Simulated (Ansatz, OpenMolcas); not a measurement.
Errors in the atomisation enthalpy at 298 K

6 molecules with nitrogen; the atomisation enthalpy at 298 K in kJ/mol, computed less measured. Shapes, held fixed at every level: PBE0-D4/def2-TZVP. Flexible molecules stand in one conformer, not always the lowest. Thermal terms are harmonic and unscaled (PBE0-D4/def2-TZVP); the spin-orbit lowering of the free atoms is taken from their spectra. Programs: Ansatz 0.2.0, OpenMolcas 26.06. Measured values: Active Thermochemical Tables, CRC Handbook of Chemistry and Physics, NIST-JANAF tables.

Levels: A = HF/STO-3G; B = B3LYP/6-31G* (spherical functions); C = PBE0-D4/def2-TZVPP; D = wB97X-V/def2-TZVPP; E = CCSD(T)/def2-TZVPP.

```tsv
molecule	from tabulated heats	A	B	C	D	E
HNO3 (SMILES O=NOO)	1451	-1227	-20	+3	+16	-89
C2F3N (SMILES N#CC(F)(F)F)	2640	-1236	+6	+23	+9	-96
C2H3N (isocyanomethane)	2397	-610	-24	-1	-9	-90
CH3NO (formamide)	2286	-903	-26	+7	+5	-86
CH5N (methylamine)	2300	-388	-15	-2	+4	-64
C2H7N (ethanamine)	3480	-442	-16	+11	+7	-89
```

Q: Sum up the errors.

A: 
```json
{"level": "HF/STO-3G", "kind": "Hartree–Fock", "mean error": "-801.0", "mean absolute error": "801.0", "worst case": "C2F3N"}
{"level": "B3LYP/6-31G* (spherical functions)", "kind": "global hybrid", "mean error": "-15.8", "mean absolute error": "17.8", "worst case": "CH3NO"}
{"level": "PBE0-D4/def2-TZVPP", "kind": "global hybrid", "mean error": "+6.8", "mean absolute error": "7.8", "worst case": "C2F3N"}
{"level": "wB97X-V/def2-TZVPP", "kind": "range-separated hybrid", "mean error": "+5.3", "mean absolute error": "8.3", "worst case": "HNO3"}
{"level": "CCSD(T)/def2-TZVPP", "kind": "coupled cluster or CI", "mean error": "-85.7", "mean absolute error": "85.7", "worst case": "C2F3N"}
```

On this set PBE0-D4/def2-TZVPP has the smallest mean absolute error and HF/STO-3G the largest. HF/STO-3G is too low in 6 of 6; B3LYP/6-31G* (spherical functions) is too low in 5 of 6; PBE0-D4/def2-TZVPP is too high in 4 of 6; wB97X-V/def2-TZVPP is too high in 5 of 6; CCSD(T)/def2-TZVPP is too low in 6 of 6. The heats of C2F3N come from older tables and can be uncertain by 10 kJ/mol or more. Heats of the atoms come from ATcT where it has them. The levels differ in basis as well as in method. The tabulated value of C2H3N is in doubt (older tables, estimates, or at odds with other calculations) and kept here. Over the 5 molecules whose values aren't doubted the mean absolute errors are A 839.2; B 16.6; C 9.2; D 8.2; E 84.8. The smallest two are near a tie. Hartree–Fock lacks correlation and underbinds. Correlated wave functions converge slowly with the basis. T1 is large for HNO3 (0.025), so single-reference values are less sure there. The set is small.

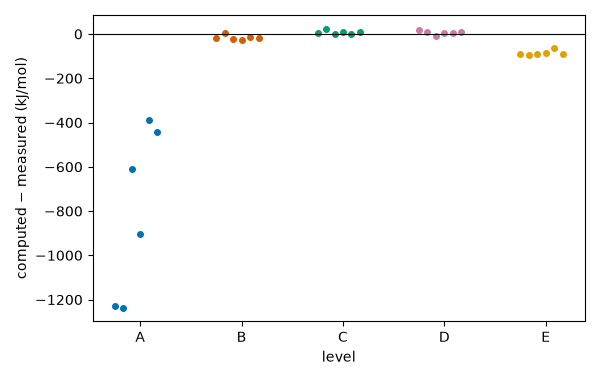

Errors of each level, one point a molecule.
